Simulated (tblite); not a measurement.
# Geometry relaxation of C6H8Al (charge −1) (part 4 of 4)

C6H8Al, charge −1, SMILES [AlH3-][c]1ccccc1; GFN2-xTB geometry optimisation, gas phase (tblite 0.8.0). 

Geometry of the input (Å):
```
Al 2.7299  -0.2187  -0.0149
C  0.7593  -0.0526  -0.0296
C  0.1428  1.0928  -0.4720
C  -1.2673  1.2292  -0.4931
C  -2.0498  0.1568  0.0133
C  -1.4475  -1.0046  0.4634
C  -0.0453  -1.1023  0.4549
H  3.5969  1.0091  -0.5540
H  3.3981  -1.5525  0.5360
H  0.7112  1.9365  -0.8465
H  -1.7485  2.1228  -0.8476
H  -3.1448  0.2399  0.0058
H  -2.0591  -1.8269  0.8607
H  0.4205  -2.0317  0.8307
H  2.7070  -0.8748  -1.4650
```

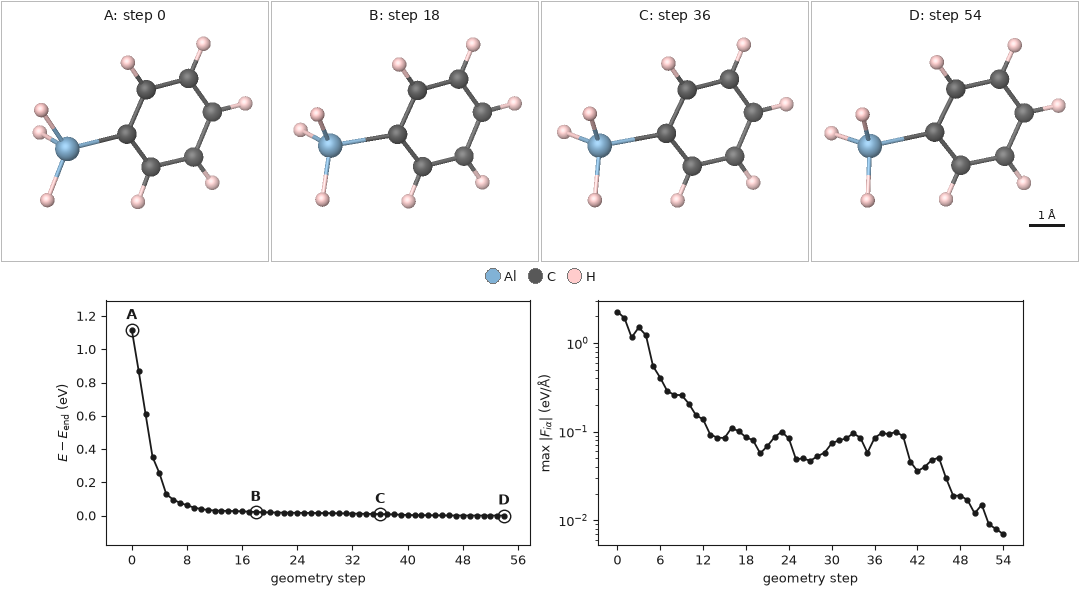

Figure 1. Frames of the relaxation (ball-and-stick view, seen at a tilt) above the curves, on which the letters mark them (steps are counted from 0).

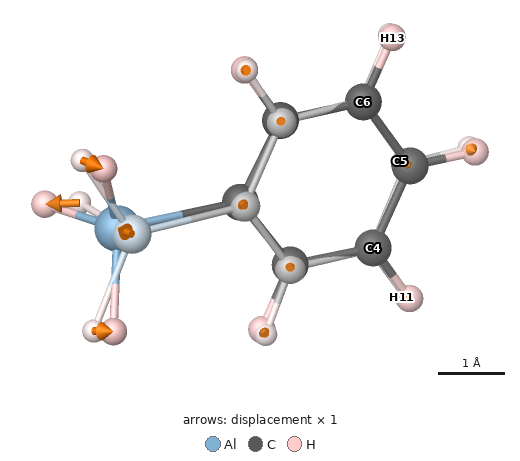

Figure 2. Start (faint) and end (solid) with the displacements as orange arrows, at true length (ball-and-stick view, seen at a tilt). The two geometries are laid on each other by the best rigid fit. Over 54 geometry steps the energy falls by 1.115 eV. Largest force component: 2.3 eV/Å at the start, 0.007 eV/Å at the end. The largest move after the best rigid fit is that of H15, 0.54 Å. By element the largest moves are H 0.54 Å, Al 0.35 Å, C 0.15 Å. Among the contacts that change: Al1–C2 1.978 → 2.057 Å, C4–C5 1.421 → 1.385 Å, C3–C4 1.417 → 1.384 Å, Al1–H15 1.592 → 1.618 Å. Among the angles that change: H9–Al1–H15 88.6° → 110.2°, H8–Al1–H15 91.0° → 110.3°, C2–Al1–H15 90.8° → 109.4°. (Atoms are counted from 1 in the order of the input.)
